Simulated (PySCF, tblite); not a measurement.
# C3H7BO2Si: geometry, infrared bands and NMR shifts

Aim: predict the infrared bands and NMR shifts of C3H7BO2Si (`B[Si](O)(O)C#CC`).

Computed with tblite 0.8.0 and PySCF 2.14.0, with density-fitted response routines of our own, on a single molecule in the gas phase. Atoms count from 0, in the outputs and in this text.

**1. The molecule as given**

14 atoms, charge 0, multiplicity 1; geometry from: force field or distance geometry start.

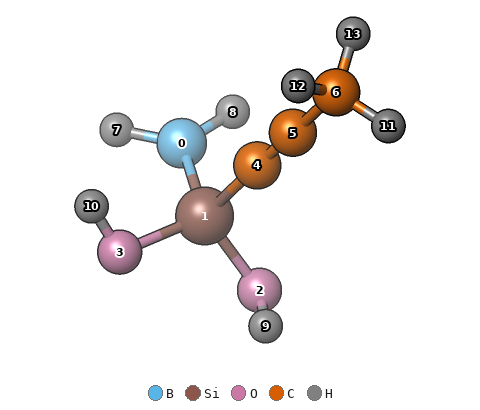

The starting geometry (boron blue, silicon brown, oxygen pink, carbon orange, hydrogen grey), atoms numbered.

**2. Geometry optimisation with GFN2-xTB**

What the job is given:

```
{"job": {"kind": "relax", "xc": "GFN2-xTB", "basis": "xTB"}, "charge": 0, "multiplicity": 1}
B     -2.463900     0.704300     0.541600
Si    -1.293600    -0.411200    -0.516800
O     -1.551700    -0.124600    -2.172600
O     -1.600900    -2.060800    -0.167200
C      0.433600    -0.020400    -0.087000
C      1.573200     0.244400     0.177200
C      2.966800     0.568300     0.509100
H     -3.243800     0.219900     1.287100
H     -2.405700     1.879200     0.445500
H     -0.973400    -0.763200    -2.640300
H     -1.387900    -2.172400     0.801000
H      3.534000     0.744600    -0.418600
H      3.414500    -0.282700     1.074200
H      2.998000     1.474100     1.144600
```

Launch:

```sh
$ OMP_NUM_THREADS=1 python probes_run.py task.json out
```

One launch serves the whole session: the jobs run in the order shown.

The program printed:

```text
step      E/eV     max force
  0    -573.42184    2.197
  1    -573.61719    1.161
  2    -573.64491    3.053
  3    -573.69486    1.202
  4    -573.72032    0.623
  5    -573.74583    0.292
  6    -573.76151    0.376
  7    -573.76934    0.299
  8    -573.77819    0.248
  9    -573.78480    0.213
 10    -573.78905    0.139
 11    -573.79172    0.122
 12    -573.79436    0.163
 13    -573.79695    0.184
 14    -573.79901    0.133
 15    -573.80057    0.131
 16    -573.80219    0.127
 17    -573.80445    0.148
 18    -573.80732    0.179
 19    -573.80987    0.143
 20    -573.81143    0.091
 21    -573.81242    0.084
 22    -573.81328    0.101
 23    -573.81432    0.125
 24    -573.81550    0.113
 25    -573.81653    0.075
 26    -573.81723    0.091
 27    -573.81781    0.084
 28    -573.81848    0.072
 29    -573.81916    0.060
 30    -573.81966    0.042
 31    -573.81993    0.044
 32    -573.82009    0.035
 33    -573.82026    0.046
 34    -573.82054    0.060
 35    -573.82092    0.060
 36    -573.82127    0.052
 37    -573.82146    0.028
 38    -573.82156    0.031
 39    -573.82164    0.029
 40    -573.82174    0.028
 41    -573.82185    0.033
 42    -573.82194    0.024
 43    -573.82201    0.022
 44    -573.82208    0.022
 45    -573.82217    0.030
 46    -573.82227    0.038
 47    -573.82236    0.031
 48    -573.82242    0.018
 49    -573.82248    0.020
 50    -573.82256    0.033
 51    -573.82272    0.050
 52    -573.82301    0.064
 53    -573.82336    0.052
 54    -573.82369    0.049
 55    -573.82398    0.045
 56    -573.82420    0.043
 57    -573.82447    0.041
 58    -573.82476    0.038
 59    -573.82494    0.049
 60    -573.82507    0.041
 61    -573.82522    0.031
 62    -573.82547    0.035
 63    -573.82573    0.039
 64    -573.82599    0.046
 65    -573.82623    0.060
 66    -573.82649    0.065
 67    -573.82691    0.049
 68    -573.82712    0.039
 69    -573.82720    0.024
 70    -573.82723    0.030
 71    -573.82728    0.022
 72    -573.82738    0.023
 73    -573.82752    0.022
 74    -573.82759    0.016
 75    -573.82762    0.013
 76    -573.82764    0.014
 77    -573.82768    0.017
 78    -573.82774    0.018
 79    -573.82779    0.020
 80    -573.82783    0.017
 81    -573.82787    0.019
 82    -573.82792    0.019
 83    -573.82799    0.020
 84    -573.82804    0.017
 85    -573.82806    0.015
 86    -573.82807    0.013
 87    -573.82810    0.013
 88    -573.82817    0.015
 89    -573.82824    0.013
 90    -573.82829    0.011
 91    -573.82832    0.008
```

Wall time 0.41 s (1 thread of Arm Neoverse V2, shared host); peak memory 0.18 GiB.

Step by step: (not every step is listed)

```
step  energy from step 0 (eV)  largest force (eV/Å)
   0                   0.0000                2.1967
   1                  -0.1954                1.1612
   2                  -0.2231                3.0534
   3                  -0.2730                1.2015
   4                  -0.2985                0.6227
   5                  -0.3240                0.2919
   6                  -0.3397                0.3757
   7                  -0.3475                0.2988
   8                  -0.3564                0.2485
  15                  -0.3787                0.1309
  22                  -0.3914                0.1005
  29                  -0.3973                0.0599
  36                  -0.3994                0.0517
  43                  -0.4002                0.0217
  50                  -0.4007                0.0331
  57                  -0.4026                0.0411
  64                  -0.4042                0.0458
  71                  -0.4054                0.0224
  78                  -0.4059                0.0184
  85                  -0.4062                0.0152
  86                  -0.4062                0.0132
  87                  -0.4063                0.0132
  88                  -0.4063                0.0151
  89                  -0.4064                0.0135
  90                  -0.4065                0.0112
  91                  -0.4065                0.0077
```

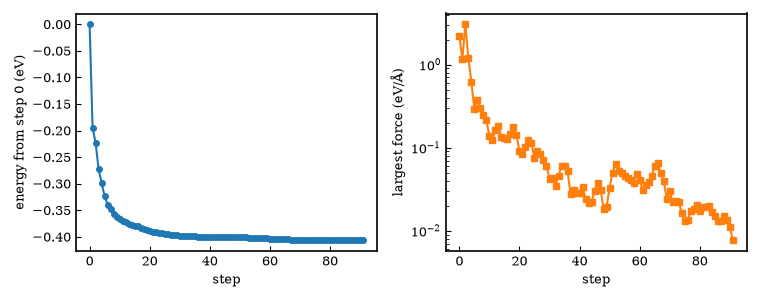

Energy and force, step by step.

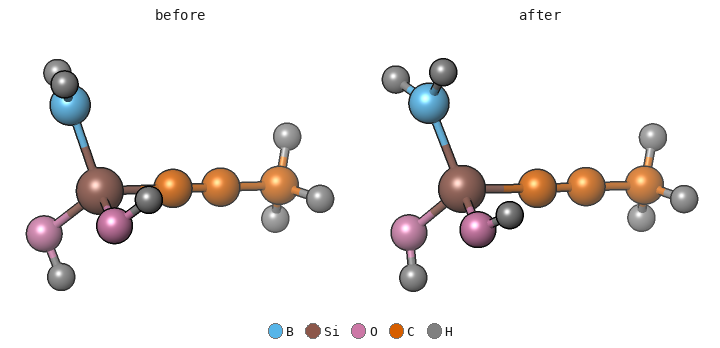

The geometry before (left) and after (right).

Close pairs (by a distance rule), those that changed most:

```
  bond  before (Å)  after (Å)  change (Å)
Si1–O2       1.700      1.634      -0.067
Si1–O3       1.714      1.655      -0.059
Si1–C4       1.822      1.874      +0.052
O3–H10       0.998      0.951      -0.046
 O2–H9       0.980      0.954      -0.026
C6–H12       1.115      1.090      -0.025
 C5–C6       1.469      1.448      -0.021
B0–Si1       1.932      1.951      +0.019
```

The final coordinates are the input of the step that follows.

**3. Harmonic vibrations with GFN2-xTB**

What the job is given:

```
{"job": {"kind": "ir", "xc": "GFN2-xTB", "basis": "xTB"}, "charge": 0, "multiplicity": 1}
B     -2.519748     0.778909     0.525697
Si    -1.305334    -0.372067    -0.478223
O     -1.561389    -0.175777    -2.079581
O     -1.484140    -2.004483    -0.269203
C      0.484519     0.001257    -0.065756
C      1.626535     0.254172     0.224475
C      3.002650     0.550526     0.564387
H     -2.937026     0.463946     1.572725
H     -2.826768     1.835294     0.134694
H     -1.214444    -0.818131    -2.694144
H     -1.338756    -2.395069     0.585971
H      3.581331     0.731300    -0.341417
H      3.443467    -0.288589     1.102712
H      3.048425     1.438239     1.195497
```

The program printed:

```text
mode    cm-1     km/mol
  1     -20.6      0.01
  2      69.9      0.13
  3      79.7      0.94
  4     102.4      0.12
  5     161.6      6.55
  6     167.3      2.64
  7     224.1      8.71
  8     252.8     24.30
  9     279.0     48.47
 10     295.3     77.94
 11     324.5    108.92
 12     335.9     14.90
 13     347.1     29.94
 14     508.4     75.74
 15     665.6      0.95
 16     675.5     83.48
 17     725.7     45.45
 18     788.0    241.09
 19     809.3    137.17
 20     855.6    310.40
 21     899.3    210.17
 22    1016.4      5.37
 23    1018.2      6.17
 24    1085.7      5.47
 25    1198.6     21.42
 26    1384.0      0.99
 27    1455.3      5.29
 28    1455.8      5.88
 29    2321.9    202.02
 30    2651.2     80.26
 31    2692.1    110.70
 32    2998.2     25.27
 33    2999.9     24.04
 34    3007.3     31.58
 35    3659.1     13.58
 36    3715.9     12.74
```

Wall time 0.31 s (1 thread of Arm Neoverse V2, shared host); peak memory 0.18 GiB.

The strongest bands and the atoms that carry them (share of the mass-weighted mode):

```
cm⁻¹  km/mol                                 atoms
 324   108.9             H9 43 %, O2 22 %, O3 11 %
 676    83.5            B0 40 %, Si1 22 %, H7 20 %
 788   241.1            H9 34 %, O3 33 %, Si1 14 %
 809   137.2                     H10 60 %, O2 24 %
 856   310.4            Si1 32 %, H9 31 %, O3 20 %
 899   210.2  Si1 38 %, O2 31 %, H9 15 %, H10 12 %
2322   202.0                      C5 53 %, C4 46 %
2692   110.7             H8 78 %, H7 12 %, B0 10 %
```

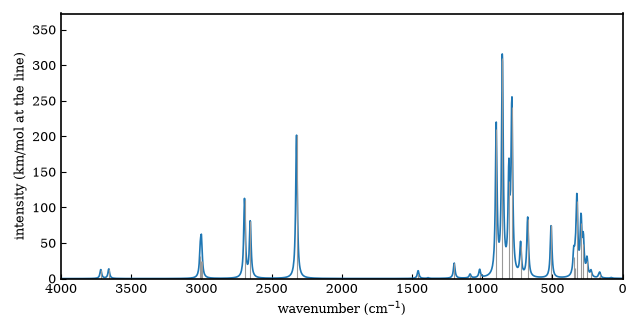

The infrared spectrum from these modes, unscaled. Lines are broadened to a width of 14 cm⁻¹ (Lorentzian).

**4. NMR shieldings: PBE0/pcSseg-1**

The job, as its differences from that of step 3:

```diff
@@ -1,2 +1,2 @@
-{"job": {"kind": "ir", "xc": "GFN2-xTB", "basis": "xTB"}, "charge": 0, "multiplicity": 1}
+{"job": {"kind": "nmr", "xc": "PBE0", "basis": "pcSseg-1"}, "charge": 0, "multiplicity": 1}
 B     -2.519748     0.778909     0.525697
```

With the program's defaults for keys left out, this is: GIAO PBE0/pcSseg-1 NMR shielding, non-relativistic, gas phase.

The program printed:

```text
coarse grid: 12480 points
cycle   1  E = -582.5714601139  dE =  8.231e-01  |g| = 9.998e-01  |ddm| = 3.784e+00
cycle   2  E = -582.3647995249  dE =  2.067e-01  |g| = 1.454e+00  |ddm| = 2.302e+00
cycle   3  E = -582.7521616381  dE = -3.874e-01  |g| = 1.335e-01  |ddm| = 1.634e+00
cycle   4  E = -582.7559024231  dE = -3.741e-03  |g| = 5.719e-02  |ddm| = 1.972e-01
cycle   5  E = -582.7564665616  dE = -5.641e-04  |g| = 3.469e-02  |ddm| = 6.340e-02
cycle   6  E = -582.7567584322  dE = -2.919e-04  |g| = 5.893e-03  |ddm| = 3.090e-02
cycle   7  E = -582.7567673043  dE = -8.872e-06  |g| = 1.246e-03  |ddm| = 7.545e-03
final grid: 116784 points
cycle   8  E = -582.8175015888  dE = -2.792e-05  |g| = 8.489e-03  |ddm| = 3.858e-02
cycle   9  E = -582.8174892901  dE =  1.230e-05  |g| = 1.192e-02  |ddm| = 1.889e-02
cycle  10  E = -582.8175162847  dE = -2.699e-05  |g| = 1.078e-03  |ddm| = 1.090e-02
cycle  11  E = -582.8175165232  dE = -2.385e-07  |g| = 2.998e-04  |ddm| = 1.048e-03
cycle  12  E = -582.8175165349  dE = -1.165e-08  |g| = 2.003e-04  |ddm| = 3.605e-04
cycle  13  E = -582.8175165447  dE = -9.889e-09  |g| = 2.951e-05  |ddm| = 1.533e-04
cycle  14  E = -582.8175165450  dE = -2.266e-10  |g| = 8.423e-06  |ddm| = 3.188e-05
converged SCF energy = -582.8175165450

GIAO shielding tensors (ppm)
atom      isotropic    diamagn.    paramagn.     s11        s22        s33       span
  0 B       -6.660     201.803    -208.463   -105.676    -61.295    146.990    252.666
  1 Si     387.584     880.372    -492.788    314.179    406.869    441.704    127.525
  2 O      285.027     387.135    -102.107    241.729    290.937    322.416     80.688
  3 O      286.535     390.776    -104.241    244.409    276.441    338.753     94.344
  4 C       97.913     264.940    -167.026      6.602     16.072    271.067    264.465
  5 C       76.554     273.999    -197.445    -17.866     -9.325    256.854    274.720
  6 C      181.088     252.017     -70.929    172.704    173.376    197.184     24.481
  7 H       22.203      30.893      -8.690     10.166     27.207     29.235     19.069
  8 H       22.093      30.584      -8.491     10.144     27.265     28.871     18.727
  9 H       29.454      31.066      -1.612     21.985     24.738     41.639     19.654
 10 H       30.643      33.123      -2.480     22.694     24.978     44.257     21.563
 11 H       29.681      28.176       1.505     24.715     27.959     36.369     11.654
 12 H       29.737      28.593       1.144     24.690     28.127     36.394     11.704
 13 H       29.787      28.903       0.884     24.856     28.077     36.429     11.573
```

It took 21 s on 1 thread of Arm Neoverse V2, shared host; peak memory 0.74 GiB.

The references, computed at this level on geometries of the same kind, shield at (ppm): ¹H TMS 31.72, ¹³C TMS 186.9, ²⁹Si TMS 349.2, ¹⁷O H2O 336.1, ¹¹B BF3·OEt2 100.1. Their shielding less the atom's gives the shift. The references are single molecules in the gas phase, so shifts against H2O, NH3, PH3, H3PO4 or CFCl3 are not on the usual liquid scales and can be off by tens of ppm. Atoms listed in one row are averaged.

```
        atoms                              environment  σ (ppm)  δ (ppm)  δ scaled to CDCl3
           C5                            alkyne carbon     76.6    110.4              105.8
           C4                            alkyne carbon     97.9     89.0               85.0
           C6                propargylic methyl carbon    181.1      5.8                3.8
       H7, H8         hydrogen on a boron bonded to Si    22.15     9.57                  –
H11, H12, H13  hydrogen on a propargylic methyl carbon    29.74     1.98               1.97
      H9, H10       hydrogen on an oxygen bonded to Si    30.05     1.67                  –
           B0                  boron bonded to Si, 2 H     -6.7    106.7                  –
          Si1              silicon bonded to C, B, 2 O    387.6    -38.4                  –
       O2, O3                   oxygen bonded to Si, H    285.8     50.3                  –
```

The scaled column applies a straight-line fit of computed shieldings to shifts measured in CDCl3 (root-mean-square error 0.16 ppm for H, 1.9 ppm for C).

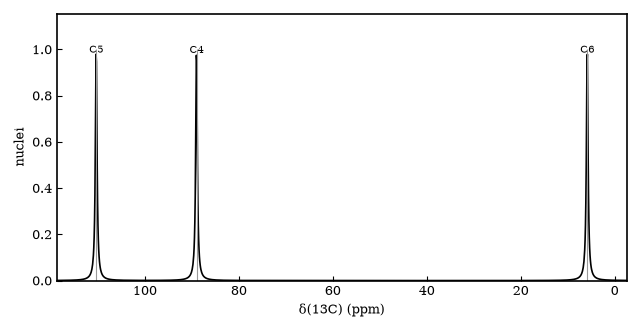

¹³C lines at the computed shifts, without couplings. Lines are broadened to a width of 0.42 ppm (Lorentzian).

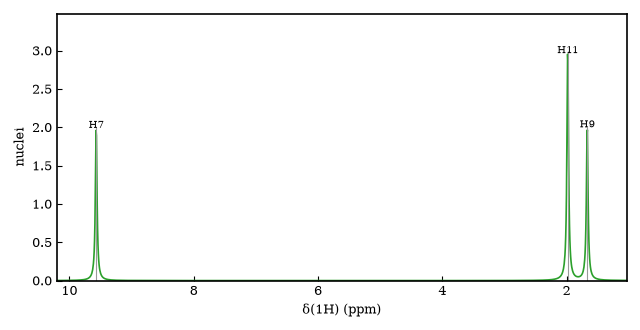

¹H lines at the computed shifts, without couplings. Lines are broadened to a width of 0.03 ppm (Lorentzian).

The run also stored atomic charges by several schemes (e):

```
 atoms  Mulliken    IAO  Hirshfeld  ESP fit
    B0     -0.25  -0.25       0.09     0.21
   Si1      1.10   1.35       0.42     0.94
O2, O3     -0.55  -0.79      -0.32    -0.75
    C4     -0.46  -0.42      -0.20    -0.66
    C5     -0.16   0.00      -0.03     0.34
    C6     -0.16  -0.44      -0.09    -0.58
```

ESP fit charges:

B0 0.21; Si1 0.94; O2 -0.78; O3 -0.72; C4 -0.66; C5 0.34; C6 -0.58; H7 -0.13; H8 -0.08; H9 0.49; H10 0.41; H11 0.20; H12 0.19; H13 0.19

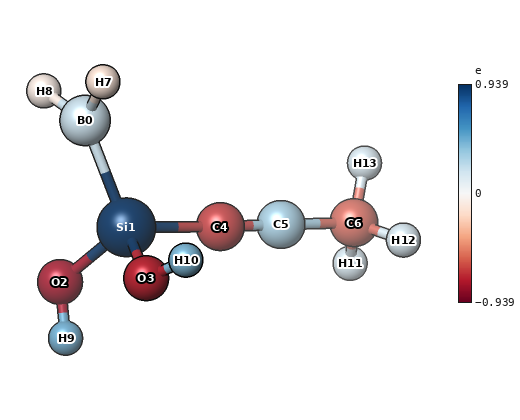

ESP fit charges, as colours on the atoms.

Mayer bond orders: B0–Si1 0.94, Si1–O2 1.08, Si1–O3 1.00, Si1–C4 0.88, C4–C5 2.58, C5–C6 1.17.

The fields below are evaluated on a grid from the run's orbitals.

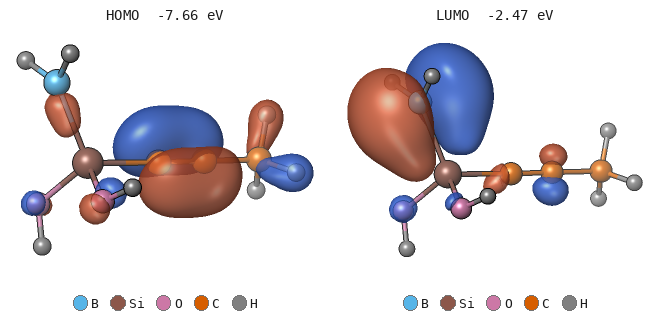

Frontier orbitals at PBE0/pcSseg-1; each surface holds 70 % of the orbital's density, blue and red mark the sign.

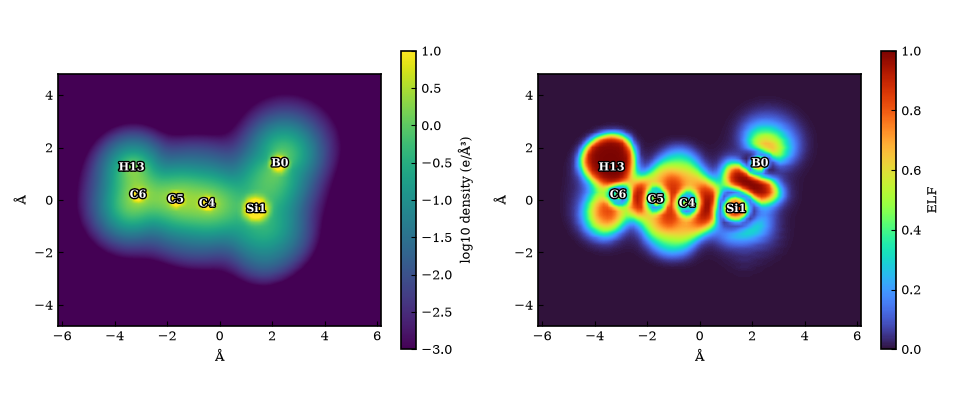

Density (left) and ELF (right) in a plane through or near 6 of the atoms.

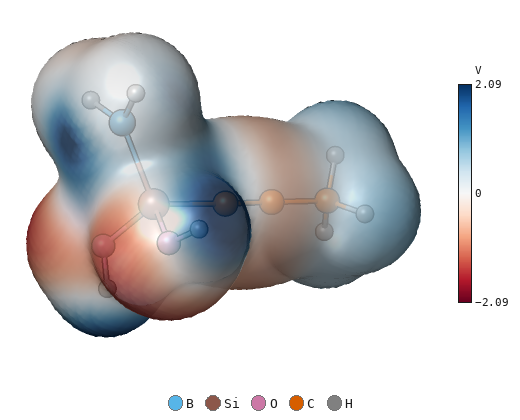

Electrostatic potential on the surface of density 0.002 e/bohr³; red is low, blue high. It runs from -1.50 V near O2 to 2.09 V near H10.

**5. Outcome**

| quantity | value |
| --- | --- |
| strongest single infrared mode (GFN2-xTB) | 856 cm⁻¹, 310 km/mol |
| zero-point energy (GFN2-xTB) | 58.9 kcal/mol |
| ¹³C shifts against TMS (PBE0/pcSseg-1) | 110.4, 89.0, 5.8 ppm |
| ¹H shifts against TMS (PBE0/pcSseg-1, means over atoms taken as alike) | 9.57, 1.98, 1.67 ppm |
| ¹¹B shifts against BF3·OEt2 (PBE0/pcSseg-1) | 106.7 ppm |
| ²⁹Si shifts against TMS (PBE0/pcSseg-1) | -38.4 ppm |
| ¹⁷O shifts against H2O (PBE0/pcSseg-1, means over atoms taken as alike) | 50.3 ppm |
| surface potential, least and greatest | -1.50 V and 2.09 V |

The optimisation took 91 steps and gained 0.406 eV; among the close pairs (by a distance rule), Si1–O2 changed most, from 1.700 to 1.634 Å. The lowest mode is imaginary (21i cm⁻¹), so the xTB geometry is not a minimum. The strongest single mode, at 856 cm⁻¹, is carried by Si1, H9, O3. GFN2-xTB is a fitted tight-binding method: band positions and strengths are rough. Its intensities can rank the bands wrongly. At PBE0/pcSseg-1, counted by nearest atom on the grid, the HOMO lies on C4, C5 about 39 % each, the LUMO on B0 55 %; H7, H8 about 13 % each.
